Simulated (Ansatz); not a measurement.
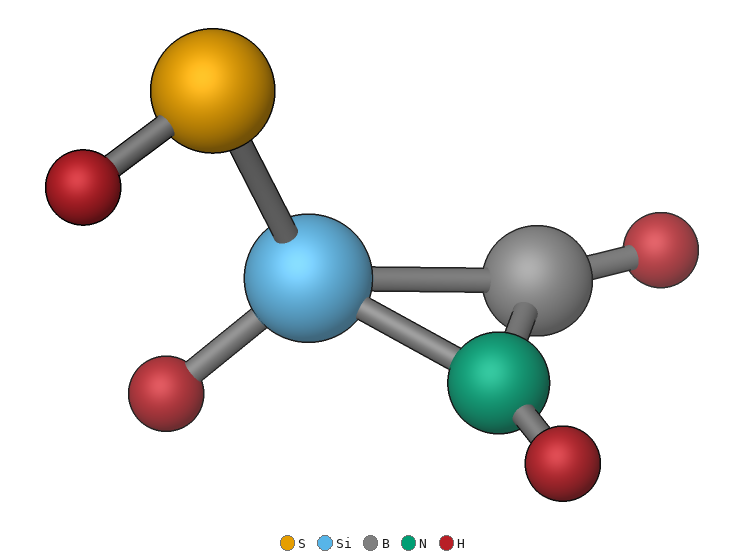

The picture shows a molecular structure as a ball-and-stick model.

The geometry was computed by an optimisation with PBE0-D4/def2-TZVP.

Give the formula.

Answer. BH₄NSSi, 8 atoms: 1 boron, 4 hydrogen, 1 nitrogen, 1 sulfur and 1 silicon.

Name some functional groups or characteristic bonds that it holds.

Answer. Among them: Si–H bond, Si–N bond, B–H bond.

Count the bonded pairs by element.

Answer. 1 S–Si, 1 B–Si, 1 B–N, 1 N–Si, 1 S–H, 1 Si–H, 1 B–H, 1 N–H.

How many atoms are distinct by symmetry?

Answer. 8: 1 S, 1 Si, 1 B, 1 N, 1 H, 1 H, 1 H, 1 H.

Which point group does it belong to?

Answer. C1.

The parts below concern this one geometry. Atoms keep their numbers from picture to picture.

### Dipole moment

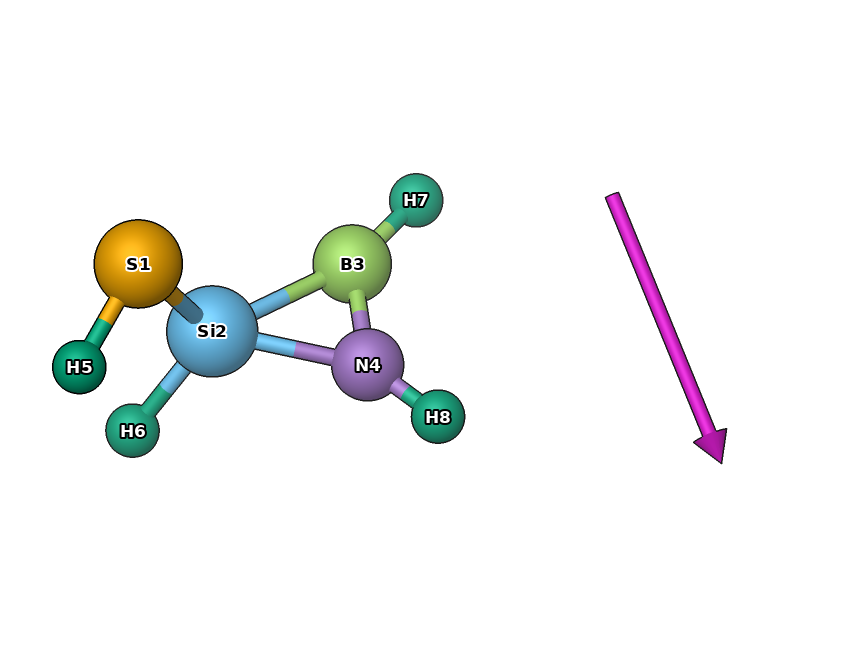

The arrow beside the molecule shows the direction of the dipole moment, from the negative to the positive end (its length means nothing). Level of theory: RKS PBE-D4/def2-TZVPP (Ansatz 0.2.0).

Estimate the dipole moment.

Answer. 1.92 D; it points from the side of S1, H7 to the side of H8 (the outermost atoms at the two ends).

### Electronic properties

Method: RKS PBE0-D4/def2-QZVPP (Ansatz 0.2.0).

Give the dispersion correction at this level.

Answer. −14.9 kJ/mol.

What is the HOMO–LUMO gap?

Answer. 6.35 eV.

Give the HOMO energy (Kohn–Sham orbital) at this level.

Answer. −7.05 eV.

### Vibrations

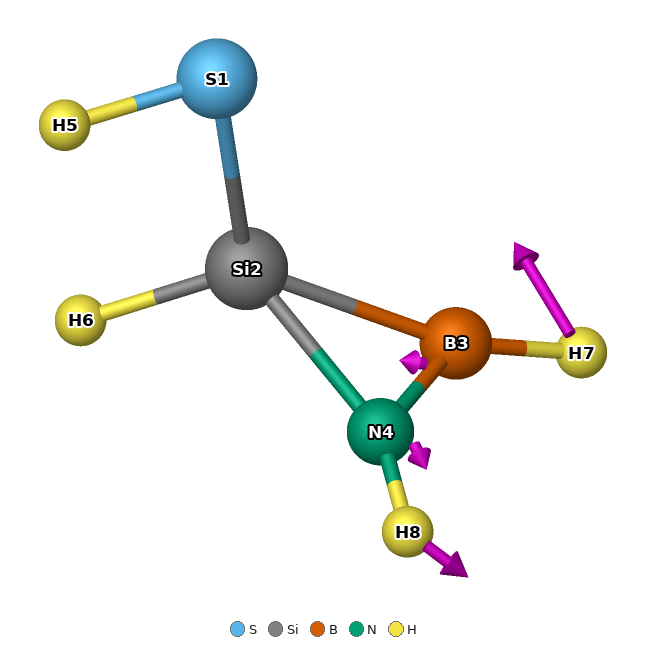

The arrows show one normal mode. Harmonic vibrations computed with RKS PBE0-D4/def2-TZVP (Ansatz 0.2.0) at a stationary point of the same level.

At what wavenumber does it lie?

Answer. 667 cm⁻¹; it is mode 7 of 18 counted from the lowest.

### Charges

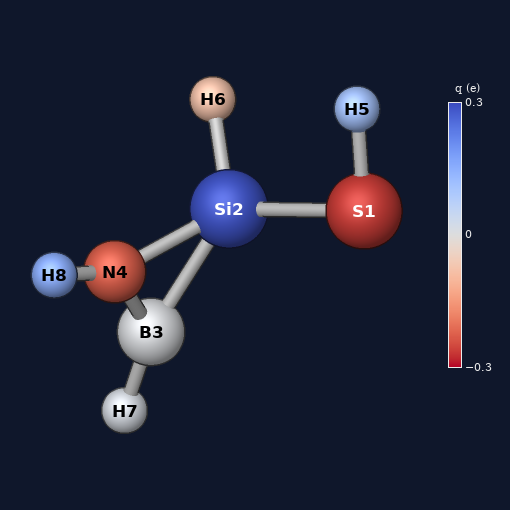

Atoms are coloured by their Mulliken charges. Method: RKS r2SCAN-D4/def2-TZVPP (Ansatz 0.2.0).

List the Mulliken charges.

```
atom  value (e)
  S1      −0.26
 Si2       0.29
  B3       0.01
  N4      −0.22
  H5       0.11
  H6      −0.08
  H7       0.01
  H8       0.15
```

Mulliken values depend strongly on the basis set and can even reverse the polarity of a bond.
